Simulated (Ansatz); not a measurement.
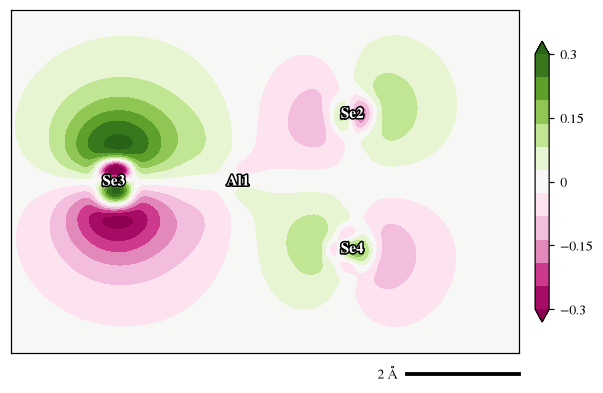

The picture shows: AlSe₃ (doublet). The LUMO (β) on the molecular plane (values in Å⁻³ᐟ²; the overall sign is arbitrary).

Geometry: PBE-D4/def2-SVP; not at a stationary point (largest force 0.7 eV/Å).

Method: Ansatz 0.2.0, UKS PBE0-D4/def2-TZVP.

```yaml
atoms:
  - { symbol: Al, position_ang: [0.4793, -0.0151, 0.0549] }
  - { symbol: Se, position_ang: [-1.6068, -1.1642, -0.0202] }
  - { symbol: Se, position_ang: [2.6736, -0.0607, -0.1228] }
  - { symbol: Se, position_ang: [-1.5461, 1.2400, 0.0880] }
```

Question: Describe this orbital and give its energy.

Answer: It lies mainly on Se3 (about 30 %), Se2 (about 30 %) and Se4 (about 30 %). Its energy is −5.31 eV.
